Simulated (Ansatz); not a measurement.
Nb3Sn (Pm-3n): the Drude term of Re ε in the infrared

Re ε of Nb3Sn (Pm-3n) at low photon energies is read from one computed spectrum; the carriers' damping was typed as γ = 0.05 eV.

Symmetry: Pm-3n, No. 223, cubic system. Conventional cell: a = 5.282 Å, b = 5.282 Å, c = 5.282 Å, α = 90.00°, β = 90.00°, γ = 90.00°. Sn on site a is surrounded by 12 Nb at 2.95 Å. Around Nb on site c lie 2 Nb at 2.64 Å and 4 Sn at 2.95 Å.

Method: Ansatz 0.2.0, r2SCAN, independent particles, k-mesh 6×6×6 with interpolation inside its cells, Gaussian parameter 0.1 eV.

Launch of the response step: `ansatz run input.yaml --threads 4 --pin off --max-ram 8192MiB --backend cpu --events-out ev --progress --plain --runs-dir out`. The run took 3.5 min, on 4 threads of Intel(R) Xeon(R) Processor @ 2.50GHz (Skylake/Cascade Lake), with other jobs on the host.

| photon energy E (eV) | wavelength (µm) | Re ε |
| --- | --- | --- |
| 0.25 | 4.96 | -197.3 |
| 0.30 | 4.13 | -133.6 |
| 0.35 | 3.54 | -93.7 |
| 0.40 | 3.10 | ? |
| 0.50 | 2.48 | -48.8 |
| 0.60 | 2.07 | -31.1 |
| 0.70 | 1.77 | -24.1 |

A Drude term over a constant background gives Re ε = ε_b − ωp²/(E² + γ²), linear in 1/(E² + γ²).

Working, on the rows shown:

| x = 1/(E² + γ²) (eV⁻²) | y = Re ε |
| --- | --- |
| 15.3846 | -197.3 |
| 10.8108 | -133.6 |
| 8 | -93.7 |
| 3.9604 | -48.8 |
| 2.75862 | -31.1 |
| 2.03046 | -24.1 |

Means: x̄ = 7.1575, ȳ = -88.1. Σ(x − x̄)(y − ȳ) = -1774, Σ(x − x̄)² = 137.6. Slope = -1774 / 137.6 = -12.89; intercept = ȳ − slope · x̄ = 4.17. The line misses the rows shown by at most 5.3.

**Question.** Fill in the last column of the withheld row.

**Answer.** At x = 6.1538 the line gives y = -75.162. The run gave -71.5, so the interpolation is off by 3.7, 2 % of the range in the table.

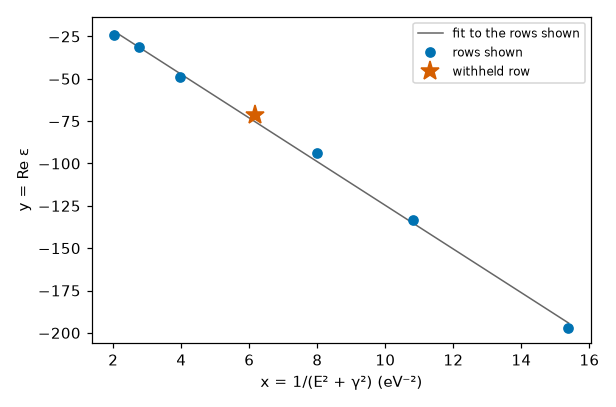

Refitted with all rows, the slope is -12.91 and the intercept 4.8526. These give ωp = √(−slope) = 3.59 eV, against 3.65 eV from the program's Fermi-surface sum, and an intercept of 4.9. Taking the program's Drude term off the rows leaves 7 at the lowest energy and 3 at the highest, so the background isn't constant: interband transitions lie in or near the window, and neither fitted number can be trusted. The values come from a sum over the points of one k-mesh and carry its error, which is largest for Fermi-surface quantities. Spin-orbit coupling is left out.
